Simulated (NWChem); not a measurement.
**doublet [C2H3F3]+: levels of theory compared**

Wanted: a comparison of 4 runs (UB3LYP/6-31G*, U-wB97X/def2-SVP, UB2PLYP/def2-SVP, UMP3/def2-SVP) of doublet [C2H3F3]+. 

The calculation is run with NWChem 7.3.0.

### 1 The molecule

The species is [C2H3F3]+ (8 atoms), meant as a doublet with charge +1. As SMILES of the parent species, `FCC(F)F`. The shape is that of a PBE0-D4/def2-TZVP optimisation. This is one conformer, not always the lowest. That shape belongs to the parent species and isn't relaxed for this state.

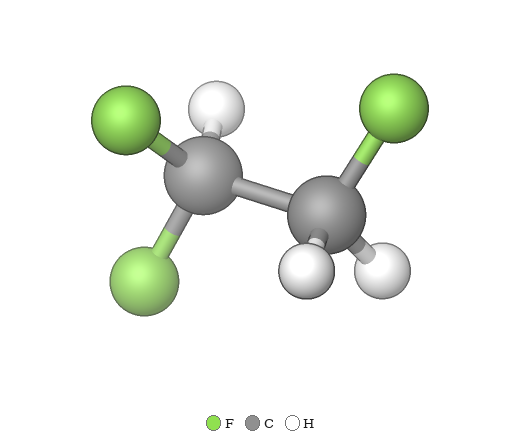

Viewed from a chosen angle; fluorine green, carbon grey, hydrogen white.

### 2 The energy at UB3LYP/6-31G(d) (spherical functions) (run 1)

Input file struct.xyz:

```xyz
8
C2H3F3 B3LYP
F     -1.142800    -0.681000     1.163100
C     -0.188200     0.195100     0.711800
C      0.172900    -0.152400    -0.711300
F      0.824200    -1.335800    -0.756500
F      1.011700     0.803600    -1.182200
H      0.701700     0.118900     1.342500
H     -0.588500     1.211500     0.747300
H     -0.698800    -0.217000    -1.370500
```

Input file struct.nw:

```
start struct
title "C2H3F3 B3LYP"
memory total 2200 mb
charge 1

geometry units angstrom noautosym nocenter noautoz
   load struct.xyz
end

basis spherical bse
   F library 6-31G*
   C library 6-31G*
   H library 6-31G*
end

dft
   xc b3lyp
   mult 2
   grid xfine
   convergence energy 1e-08
   iterations 100
   mulliken
end

task dft
```

Run with:

```sh
nwchem struct.nw > struct.out
```

Standard output:

```text
[...]
          Wavefunction type:  spin polarized.
          No. of atoms     :     8
          No. of electrons :    41
[...]
          Charge           :     1
          Spin multiplicity:     2
[...]
          AO basis - number of functions:    76
[...]
              XC Information
              --------------
                         B3LYP Method XC Potential
                     Hartree-Fock (Exact) Exchange  0.200
                        Slater Exchange Functional  0.800 local
                    Becke 1988 Exchange Functional  0.720 non-local
              Lee-Yang-Parr Correlation Functional  0.810
                  VWN I RPA Correlation Functional  0.190 local
[...]
 d= 0,ls=0.0,diis     1   -376.7868650894 -5.68D+02  1.46D-02  6.93D-01     2.4
[...]
 d= 0,ls=0.0,diis    17   -377.0790975405 -2.25D-09  2.76D-07  1.03D-09    38.5
[...]
         Total DFT energy =     -377.079097540513
      One electron energy =     -890.753582744477
           Coulomb energy =      365.275610940489
    Exchange-Corr. energy =      -42.960925183583
 Nuclear repulsion energy =      191.359799447058
[...]
      Total Density - Mulliken Population Analysis
     ---------------------------------------------
    Atom       Charge   Shell Charges
 -----------   ------   -------------------------------------------------------
    1 F    9     9.13   2.00  0.96  3.26  1.03  1.87  0.02
    2 C    6     6.00   2.00  0.72  2.02  0.55  0.65  0.07
    3 C    6     5.51   2.00  0.73  1.89  0.35  0.43  0.11
    4 F    9     9.13   2.00  0.96  3.27  1.02  1.86  0.02
    5 F    9     9.15   2.00  0.96  3.27  1.03  1.88  0.02
    6 H    1     0.69   0.51  0.19
    7 H    1     0.71   0.51  0.20
    8 H    1     0.68   0.50  0.18
[...]
      <S2> =      0.7523 (Exact =     0.7500)
[...]
```

Wall time 39 s (1 thread of AMD EPYC 9R45 (Zen 5), shared host); peak memory 0.14 GiB.

### 3 The energy at U-wB97X/def2-SVP (run 2)

Input file run.py:

```python
from ase import Atoms
from ase.calculators.nwchem import NWChem

system = Atoms('FCCFFHHH', positions=[
    [-1.142800, -0.681000, 1.163100],
    [-0.188200, 0.195100, 0.711800],
    [0.172900, -0.152400, -0.711300],
    [0.824200, -1.335800, -0.756500],
    [1.011700, 0.803600, -1.182200],
    [0.701700, 0.118900, 1.342500],
    [-0.588500, 1.211500, 0.747300],
    [-0.698800, -0.217000, -1.370500],
])

calc = NWChem(
    label='mymol',
    theory='dft',
    memory='2200 mb',
    basis='def2-SVP',
    basispar='spherical bse',
    charge=1,
    dft={'xc': 'wb97x', 'mult': '2', 'grid': 'xfine', 'convergence': 'energy 1e-08', 'iterations': '100', 'mulliken': None},
    task='energy',
)
system.calc = calc

print("Total energy (eV):", round(system.get_potential_energy(), 6))
```

Run with:

```sh
export ASE_NWCHEM_COMMAND="nwchem PREFIX.nwi > PREFIX.nwo"
python run.py
```

Standard output:

```text
Total energy (eV): -10250.577143
```

The calculator wrote mymol.nwi:

```
title "mymol"

permanent_dir mymol

scratch_dir mymol

start mymol

geometry units angstrom nocenter noautosym noautoz
  F  -1.1428000000000000e+00 -6.8100000000000005e-01 1.1631000000000000e+00
  C  -1.8820000000000001e-01 1.9510000000000000e-01 7.1179999999999999e-01
  C  1.7290000000000000e-01 -1.5240000000000001e-01 -7.1130000000000004e-01
  F  8.2420000000000004e-01 -1.3358000000000001e+00 -7.5649999999999995e-01
  F  1.0117000000000000e+00 8.0359999999999998e-01 -1.1821999999999999e+00
  H  7.0169999999999999e-01 1.1890000000000001e-01 1.3425000000000000e+00
  H  -5.8850000000000002e-01 1.2115000000000000e+00 7.4729999999999996e-01
  H  -6.9879999999999998e-01 -2.1700000000000000e-01 -1.3705000000000001e+00
end

charge 1

memory 2200 mb

basis spherical bse noprint
   * library def2-SVP
end

dft
  xc wb97x
  mult 2
  grid xfine
  convergence energy 1e-08
  iterations 100
  mulliken
end

task dft energy
```

mymol.nwo:

```text
Northwest Computational Chemistry Package (NWChem) 7.3.0
             --------------------------------------------------------

           Job information
           ---------------

    nwchem branch   = 7.3.0
    use scalapack   = T
    input           = mymol.nwi
    prefix          = mymol.
    data base       = mymol/mymol.db
    status          = startup
    nproc           =        1

           Memory information
           ------------------

    heap     =     72089600 doubles =      550.0 Mbytes
    stack    =     72089597 doubles =      550.0 Mbytes
    global   =    144179200 doubles =     1100.0 Mbytes (distinct from heap & stack)
    total    =    288358397 doubles =     2200.0 Mbytes
    verify   = yes
    hardfail = no

[... 108 lines left out ...]
  convergence criterion.
[... 18 lines left out ...]
          Convergence on gradient requested:  5.00D-04
[... 31 lines left out ...]
          Convergence aids based upon iterative change in
[... 30 lines left out ...]
 1-e energy   =    -878.910030
[... 67 lines left out ...]
         Total DFT energy =     -376.701764993222
[... 2 lines left out ...]
    Exchange-Corr. energy =      -42.795899526075
[... 605 lines left out ...]
                     DFT Final Beta Molecular Orbital Analysis
[... 688 lines left out ...]
 center of mass
 --------------
 x =   0.27876279 y =  -0.48164586 z =  -0.31497948

 moments of inertia (a.u.)
 ------------------
         460.713191210896         -40.121161228030         212.003204690339
         -40.121161228030         480.918772155294          46.878705418487
         212.003204690339          46.878705418487         390.152004488093

     Multipole analysis of the density
     ---------------------------------

     L   x y z        total         alpha         beta         nuclear
     -   - - -        -----         -----         ----         -------
     0   0 0 0      1.000000    -21.000000    -20.000000     42.000000

     1   1 0 0     -0.191238     -5.371895     -5.327165     10.507821
[... 8 lines of this table left out ...]
     2   0 0 2    -14.104059    -80.951599    -76.776708    143.624249

 Task  times  cpu:       77.1s     wall:       77.1s
 Total times  cpu:       77.1s     wall:       77.1s
```

It took 78 s on 1 thread of AMD EPYC 9R45 (Zen 5), shared host; peak memory 0.14 GiB.

### 4 The energy at UB2PLYP/def2-SVP (run 3)

Input file run.nw:

```
start run
memory 2200 mb
charge 1

geometry units angstroms noautosym nocenter noautoz
   F       -1.142800      -0.681000       1.163100
   C       -0.188200       0.195100       0.711800
   C        0.172900      -0.152400      -0.711300
   F        0.824200      -1.335800      -0.756500
   F        1.011700       0.803600      -1.182200
   H        0.701700       0.118900       1.342500
   H       -0.588500       1.211500       0.747300
   H       -0.698800      -0.217000      -1.370500
end

basis spherical bse
   * library def2-SVP
end

dft
   xc hfexch 0.53 becke88 0.47 lyp 0.73 mp2 0.27
   dftmp2 semidirect
   mult 2
   grid xfine
   convergence energy 1e-08
   maxiter 100
   mulliken
end

mp2
   freeze core 5
end

task dft energy
```

Run with:

```sh
nwchem run.nw > run.out
```

Standard output:

```text
[...]
          Wavefunction type:  spin polarized.
          No. of atoms     :     8
          No. of electrons :    41
[...]
          Charge           :     1
          Spin multiplicity:     2
[...]
          AO basis - number of functions:    85
[...]
              XC Information
              --------------
                     Hartree-Fock (Exact) Exchange  0.530
                    Becke 1988 Exchange Functional  0.470
              Lee-Yang-Parr Correlation Functional  0.730
[...]
 d= 0,ls=0.0,diis     1   -375.9482292767 -5.67D+02  9.63D-03  6.15D-01     2.4
[...]
 d= 0,ls=0.0,diis    18   -376.2024290552 -8.47D-09  2.00D-07  2.85D-10    42.1
[...]
         Total DFT energy =     -376.202429055201
      One electron energy =     -889.911921165072
           Coulomb energy =      364.677433404445
    Exchange-Corr. energy =      -42.327740741631
 Nuclear repulsion energy =      191.359799447058
[...]
      Total Density - Mulliken Population Analysis
     ---------------------------------------------
    Atom       Charge   Shell Charges
 -----------   ------   -------------------------------------------------------
    1 F    9     9.13   1.99  1.16  0.79  3.30  1.88  0.01
    2 C    6     5.71   1.99  0.96  0.13  1.98  0.57  0.07
    3 C    6     5.50   1.99  0.98  0.10  1.87  0.44  0.13
    4 F    9     9.10   1.99  1.16  0.78  3.30  1.86  0.01
    5 F    9     9.12   1.99  1.16  0.78  3.31  1.88  0.01
    6 H    1     0.81   0.71  0.08  0.03
    7 H    1     0.83   0.72  0.09  0.03
    8 H    1     0.79   0.69  0.08  0.02
[...]
      <S2> =      0.7567 (Exact =     0.7500)
[...]
  Basis functions       =     85
[...]
```

Run time: 44 s. Hardware: 1 thread of AMD EPYC 9R45 (Zen 5), shared host; peak memory 0.26 GiB.

### 5 A single-point energy at UMP3/def2-SVP (run 4)

Input file nw.nw:

```
start nw
memory stack 330 mb heap 110 mb global 1760 mb
charge 1

geometry units angstroms noautosym nocenter noautoz
  F     -1.142800    -0.681000     1.163100
  C     -0.188200     0.195100     0.711800
  C      0.172900    -0.152400    -0.711300
  F      0.824200    -1.335800    -0.756500
  F      1.011700     0.803600    -1.182200
  H      0.701700     0.118900     1.342500
  H     -0.588500     1.211500     0.747300
  H     -0.698800    -0.217000    -1.370500
end

basis "ao basis" spherical bse
  F library def2-SVP
  C library def2-SVP
  H library def2-SVP
end

scf
  nopen 1
  uhf
  thresh 1e-08
  maxiter 80
  noprint "final vectors analysis"
end

tce
  scf
  mbpt3
  freeze core 5
  maxiter 60
end

task tce
```

Run with:

```sh
nwchem nw.nw > nw.out
```

Standard output:

```text
[...]
  functions       =    85
[...]
  wavefunction    = UHF
[...]
         Total SCF energy =   -375.010637946156
      One electron energy =   -889.542921748213
      Two electron energy =    323.172484354999
 Nuclear repulsion energy =    191.359799447058
                       Sz =      0.5000
                 Sz(Sz+1) =      0.7500
                      S^2 =      0.7638
[...]
         Wavefunction type : Unrestricted Hartree-Fock
          No. of electrons :    41
[...]
         Spin multiplicity : doublet
[...]
```

Run time: 28 s. Hardware: 1 thread of AMD EPYC 9R45 (Zen 5), shared host; peak memory 1.5 GiB.

### 6 All runs side by side

| run | level | frozen core orbitals | integration grid | energy (Eh) | HOMO energy (eV) | LUMO energy (eV) | ⟨S²⟩ | wall time |
| --- | --- | --- | --- | --- | --- | --- | --- | --- |
| 1 | UB3LYP/6-31G* (spherical functions) | – | xfine | -377.079098 | -17.16 | -14.79 | 0.752 | 39 s |
| 2 | U-wB97X/def2-SVP | – | xfine | -376.701765 | -20.17 | -12.86 | 0.753 | 78 s |
| 3 | UB2PLYP/def2-SVP | 5 | xfine | -376.480831 | -19.60 | -13.98 | 0.757 | 44 s |
| 4 | UMP3/def2-SVP | 5 | – | -375.851232 | – | – | 0.764 | 28 s |

### 7 What came out

```
                                          quantity          value
                               run 4: total energy  -375.85123 Eh
run 4: correlation energy (5 core orbitals frozen)     -840.6 mEh
          run 4: ⟨S²⟩ of the reference determinant          0.764
```

In words: Totals of different functionals can't be ranked against each other. All runs together took 3.2 min, the longest 78 s.
